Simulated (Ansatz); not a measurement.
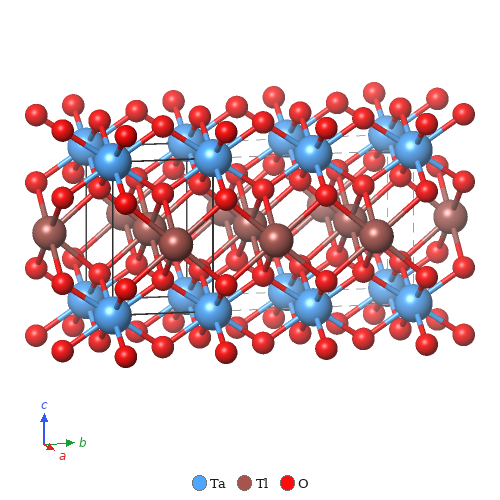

The compound is TaTlO4 (space group P4/mmm, No. 123), taken as coordinates from a relaxation with DFT PBE, scalar-relativistic, plane waves, PAW (Ansatz); the starting structure was generated, so it need not be a known form of this composition.

Bonds are taken as O–Ta below 2.4 Å and O–Tl below 2.6 Å; no other contact counts. Atoms with one bond or none are removed and atoms with two bonds are replaced by edges, until no such atom is left.

**What kind of net remains, and which atoms are its nodes?**

A binodal (4,8)-connected, three-periodic net: O is a 4-connected node; Ta and Tl are 8-connected nodes, in the ratio 2:1.

**Does the net have a name?**

It is the flu net, known from fluorite.

**Is the net interpenetrated?**

It is a single net, without interpenetration.

**Give the first ten terms of the coordination sequence (nodes one, two, three … edges away).**

O: 4, 22, 24, 82, 64, 182, 124, 322, 204, 502; Ta and Tl: 8, 12, 48, 42, 128, 92, 248, 162, 408, 252.
